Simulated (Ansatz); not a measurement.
# Molecular dynamics of C2H3BOS (part 2 of 2)

Continued. System: C2H3BOS. Method: RKS revPBE-d3bj/def2-SVP (Ansatz 0.2.0). The geometry comes from this level: PBE0-D4/def2-TZVP.

Geometry of the input (Å):
```
B  0.3822  1.9387  0.4325
O  1.0344  0.8475  -0.0713
C  0.4977  -0.3212  -0.2422
C  0.0509  -1.4225  -0.4204
S  -0.4402  -3.0008  -0.7217
H  1.0419  2.9257  0.5152
H  -0.7646  1.8440  0.7480
H  -1.7102  -2.8685  -0.2959
```

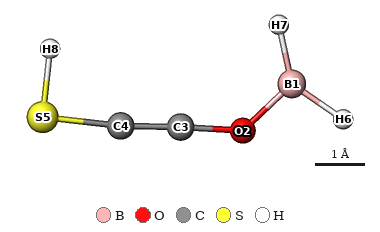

The geometry at step 13 of the log (ball-and-stick view, seen on its broad side; atoms are numbered from 1 in the order of the input).

**Trajectory as extended XYZ, continued**
```
8
Properties=species:S:1:pos:R:3:forces:R:3 step=6 time_fs=3.0 energy=-15669.34914 temperature=1314.8
B     0.3596    1.9483    0.4514    1.9834   1.0361  -0.0453
O     1.0023    0.8465   -0.0743    0.3669   0.7630   0.2067
C     0.5175   -0.3261   -0.2570   -0.5425  -1.3309  -0.3265
C     0.1009   -1.4662   -0.4503    0.8228   1.7796   0.2529
S    -0.4485   -2.9907   -0.7102    0.1100  -1.7011  -0.4730
H     1.2405    2.8609    0.5773   -1.2500  -0.4696   0.0213
H    -0.8000    1.9117    0.7194   -0.4918   0.0664   0.1446
H    -1.6880   -2.7006   -0.3169   -0.9988  -0.1434   0.2193
8
Properties=species:S:1:pos:R:3:forces:R:3 step=7 time_fs=3.5 energy=-15669.31177 temperature=1266.7
B     0.3571    1.9506    0.4546    2.0453   1.0332  -0.0270
O     0.9971    0.8467   -0.0747    0.3393   0.8236   0.2459
C     0.5206   -0.3273   -0.2596   -0.6825  -1.6807  -0.3993
C     0.1095   -1.4729   -0.4552    1.0342   2.2617   0.3255
S    -0.4498   -2.9894   -0.7085   -0.2056  -1.7977  -0.4124
H     1.2664    2.8476    0.5879   -1.4176  -0.4946   0.0186
H    -0.8112    1.9232    0.7161   -0.3192   0.0805   0.1088
H    -1.6933   -2.6732   -0.3182   -0.7938  -0.2261   0.1400
8
Properties=species:S:1:pos:R:3:forces:R:3 step=8 time_fs=4.0 energy=-15669.27529 temperature=1219.7
B     0.3550    1.9531    0.4577    2.0336   0.9948  -0.0063
O     0.9920    0.8469   -0.0751    0.3068   0.8549   0.2775
C     0.5236   -0.3288   -0.2623   -0.7808  -1.9225  -0.4535
C     0.1183   -1.4792   -0.4600    1.2048   2.6426   0.3821
S    -0.4511   -2.9882   -0.7067   -0.5529  -1.8550  -0.3384
H     1.2889    2.8331    0.5985   -1.5442  -0.4819   0.0184
H    -0.8231    1.9350    0.7131   -0.1203   0.0903   0.0694
H    -1.7006   -2.6463   -0.3190   -0.5470  -0.3232   0.0508
8
Properties=species:S:1:pos:R:3:forces:R:3 step=9 time_fs=4.5 energy=-15669.24076 temperature=1175.3
B     0.3534    1.9559    0.4608    1.9613   0.9247   0.0132
O     0.9870    0.8473   -0.0755    0.2694   0.8534   0.3005
C     0.5265   -0.3307   -0.2651   -0.8353  -2.0451  -0.4871
C     0.1273   -1.4850   -0.4648    1.3299   2.9098   0.4206
S    -0.4525   -2.9872   -0.7050   -0.9042  -1.8747  -0.2587
H     1.3078    2.8175    0.6092   -1.6285  -0.4350   0.0215
H    -0.8353    1.9470    0.7102    0.0902   0.0956   0.0300
H    -1.7091   -2.6202   -0.3198   -0.2828  -0.4287  -0.0399
8
Properties=species:S:1:pos:R:3:forces:R:3 step=10 time_fs=5.0 energy=-15669.20933 temperature=1134.8
B     0.3522    1.9588    0.4639    1.8405   0.8258   0.0280
O     0.9820    0.8479   -0.0758    0.2275   0.8177   0.3144
C     0.5292   -0.3330   -0.2679   -0.8461  -2.0426  -0.4985
C     0.1366   -1.4901   -0.4695    1.4067   3.0558   0.4401
S    -0.4539   -2.9863   -0.7033   -1.2356  -1.8606  -0.1800
H     1.3227    2.8009    0.6199   -1.6694  -0.3568   0.0284
H    -0.8473    1.9592    0.7074    0.2989   0.0963  -0.0068
H    -1.7184   -2.5951   -0.3206   -0.0225  -0.5355  -0.1256
8
Properties=species:S:1:pos:R:3:forces:R:3 step=11 time_fs=5.5 energy=-15669.18223 temperature=1100.0
B     0.3515    1.9620    0.4671    1.6815   0.7001   0.0353
O     0.9770    0.8485   -0.0761    0.1822   0.7484   0.3192
C     0.5317   -0.3357   -0.2709   -0.8150  -1.9143  -0.4874
C     0.1462   -1.4947   -0.4741    1.4342   3.0775   0.4402
S    -0.4554   -2.9855   -0.7016   -1.5292  -1.8174  -0.1071
H     1.3336    2.7834    0.6307   -1.6658  -0.2497   0.0399
H    -0.8586    1.9717    0.7046    0.4941   0.0929  -0.0387
H    -1.7277   -2.5713   -0.3218    0.2181  -0.6375  -0.2013
8
Properties=species:S:1:pos:R:3:forces:R:3 step=12 time_fs=6.0 energy=-15669.16041 temperature=1071.9
B     0.3511    1.9653    0.4702    1.4914   0.5487   0.0329
O     0.9721    0.8493   -0.0763    0.1350   0.6485   0.3154
C     0.5340   -0.3388   -0.2740   -0.7456  -1.6646  -0.4541
C     0.1561   -1.4987   -0.4786    1.4131   2.9762   0.4211
S    -0.4570   -2.9849   -0.6999   -1.7733  -1.7501  -0.0433
H     1.3406    2.7653    0.6416   -1.6158  -0.1153   0.0569
H    -0.8687    1.9844    0.7016    0.6666   0.0860  -0.0646
H    -1.7365   -2.5491   -0.3234    0.4287  -0.7294  -0.2643
8
Properties=species:S:1:pos:R:3:forces:R:3 step=13 time_fs=6.5 energy=-15669.14432 temperature=1051.1
B     0.3510    1.9687    0.4733    1.2747   0.3719   0.0189
O     0.9672    0.8501   -0.0764    0.0879   0.5232   0.3039
C     0.5362   -0.3423   -0.2771   -0.6427  -1.3025  -0.3999
C     0.1663   -1.5020   -0.4830    1.3459   2.7578   0.3839
S    -0.4587   -2.9844   -0.6982   -1.9616  -1.6642   0.0098
H     1.3437    2.7469    0.6526   -1.5172   0.0448   0.0804
H    -0.8772    1.9972    0.6986    0.8099   0.0762  -0.0837
H    -1.7442   -2.5285   -0.3257    0.6033  -0.8072  -0.3133
8
Properties=species:S:1:pos:R:3:forces:R:3 step=14 time_fs=7.0 energy=-15669.13366 temperature=1037.3
B     0.3513    1.9722    0.4765    1.0342   0.1704  -0.0082
O     0.9623    0.8511   -0.0765    0.0430   0.3788   0.2861
C     0.5383   -0.3460   -0.2803   -0.5126  -0.8416  -0.3268
C     0.1767   -1.5048   -0.4874    1.2370   2.4321   0.3302
S    -0.4606   -2.9841   -0.6965   -2.0916  -1.5649   0.0512
H     1.3431    2.7286    0.6639   -1.3683   0.2291   0.1115
H    -0.8837    2.0103    0.6953    0.9192   0.0644  -0.0960
H    -1.7505   -2.5099   -0.3287    0.7391  -0.8683  -0.3479
8
Properties=species:S:1:pos:R:3:forces:R:3 step=15 time_fs=7.5 energy=-15669.12735 temperature=1029.0
B     0.3517    1.9758    0.4796    0.7729  -0.0541  -0.0496
O     0.9574    0.8521   -0.0766    0.0025   0.2231   0.2636
C     0.5403   -0.3498   -0.2836   -0.3625  -0.2999  -0.2377
C     0.1874   -1.5071   -0.4917    1.0925   2.0137   0.2624
S    -0.4627   -2.9838   -0.6948   -2.1635  -1.4577   0.0807
H     1.3393    2.7109    0.6754   -1.1687   0.4347   0.1511
H    -0.8881    2.0235    0.6918    0.9914   0.0512  -0.1018
H    -1.7551   -2.4934   -0.3325    0.8354  -0.9109  -0.3687
8
Properties=species:S:1:pos:R:3:forces:R:3 step=16 time_fs=8.0 energy=-15669.12385 temperature=1024.4
B     0.3524    1.9793    0.4828    0.4959  -0.2981  -0.1057
O     0.9525    0.8531   -0.0766   -0.0314   0.0645   0.2386
C     0.5422   -0.3538   -0.2870   -0.2005   0.3004  -0.1365
C     0.1983   -1.5090   -0.4959    0.9199   1.5214   0.1835
S    -0.4649   -2.9837   -0.6932   -2.1788  -1.3482   0.0981
H     1.3327    2.6943    0.6872   -0.9215   0.6568   0.1997
H    -0.8901    2.0368    0.6881    1.0246   0.0371  -0.1014
H    -1.7576   -2.4791   -0.3372    0.8919  -0.9339  -0.3762
8
Properties=species:S:1:pos:R:3:forces:R:3 step=17 time_fs=8.5 energy=-15669.12163 temperature=1021.4
B     0.3531    1.9828    0.4859    0.2126  -0.5550  -0.1762
O     0.9476    0.8541   -0.0766   -0.0569  -0.0884   0.2130
C     0.5440   -0.3576   -0.2904   -0.0353   0.9332  -0.0275
C     0.2094   -1.5106   -0.5001    0.7281   0.9782   0.0971
S    -0.4673   -2.9836   -0.6915   -2.1394  -1.2420   0.1037
H     1.3238    2.6791    0.6995   -0.6343   0.8877   0.2566
H    -0.8896    2.0503    0.6841    1.0171   0.0227  -0.0956
H    -1.7580   -2.4670   -0.3429    0.9082  -0.9364  -0.3711
8
Properties=species:S:1:pos:R:3:forces:R:3 step=18 time_fs=9.0 energy=-15669.11967 temperature=1018.9
B     0.3539    1.9861    0.4890   -0.0612  -0.8144  -0.2588
O     0.9427    0.8552   -0.0766   -0.0729  -0.2278   0.1892
C     0.5459   -0.3613   -0.2937    0.1238   1.5689   0.0840
C     0.2206   -1.5120   -0.5043    0.5270   0.4109   0.0078
S    -0.4698   -2.9837   -0.6897   -2.0472  -1.1448   0.0973
H     1.3135    2.6662    0.7125   -0.3215   1.1160   0.3198
H    -0.8867    2.0637    0.6799    0.9681   0.0084  -0.0851
H    -1.7562   -2.4571   -0.3494    0.8839  -0.9173  -0.3540
8
Properties=species:S:1:pos:R:3:forces:R:3 step=19 time_fs=9.5 energy=-15669.11798 temperature=1016.8
B     0.3547    1.9893    0.4920   -0.3029  -1.0615  -0.3494
O     0.9377    0.8562   -0.0765   -0.0782  -0.3464   0.1690
C     0.5478   -0.3647   -0.2971    0.2679   2.1755   0.1922
C     0.2320   -1.5133   -0.5084    0.3269  -0.1508  -0.0796
S    -0.4725   -2.9839   -0.6880   -1.9033  -1.0620   0.0790
H     1.3024    2.6559    0.7262   -0.0047   1.3261   0.3849
H    -0.8815    2.0772    0.6754    0.8768  -0.0052  -0.0706
H    -1.7524   -2.4494   -0.3567    0.8176  -0.8758  -0.3254
8
Properties=species:S:1:pos:R:3:forces:R:3 step=20 time_fs=10.0 energy=-15669.11769 temperature=1016.6
B     0.3554    1.9922    0.4949   -0.4843  -1.2781  -0.4407
O     0.9328    0.8571   -0.0765   -0.0726  -0.4384   0.1543
C     0.5497   -0.3676   -0.3004    0.3884   2.7200   0.2910
C     0.2434   -1.5147   -0.5126    0.1377  -0.6762  -0.1599
S    -0.4753   -2.9841   -0.6863   -1.7090  -0.9985   0.0490
H     1.2913    2.6487    0.7408    0.2884   1.4995   0.4453
H    -0.8741    2.0907    0.6709    0.7435  -0.0175  -0.0529
H    -1.7465   -2.4438   -0.3649    0.7079  -0.8109  -0.2859
```

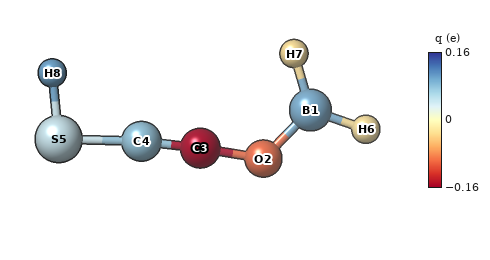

Mulliken charges, as the colour of each atom (ball-and-stick view, seen on its broad side; atoms are numbered from 1 in the order of the input). By element: B +0.10, O −0.10, C −0.15 to +0.08, S +0.04 and H −0.03 to +0.10 e.

**Key numbers**

- outcome: finished
- mean temperature over the second half: 1047 K
- trajectory: 20 steps, 10 fs
- ensemble: nve
- temperature in the input: 1500 K
- time step: 0.5 fs
- potential energy (last step): −15669.1177 eV
- mean-field energy (last step): −15668.7467 eV
- dispersion energy (last step): −0.3711 eV
- SCF solution under orbital rotations (last step): stable
- largest force (length of the vector) (last step): 2.763 eV/Å
- dipole moment (last step): 1.52 D
- hardware: 2 threads of Arm Neoverse V1, 23 GiB of memory available, shared host
- wall time: 29 s (CPU time 54 s)
- peak memory: 0.11 GiB

**Notes**

So short a trajectory is not equilibrated.
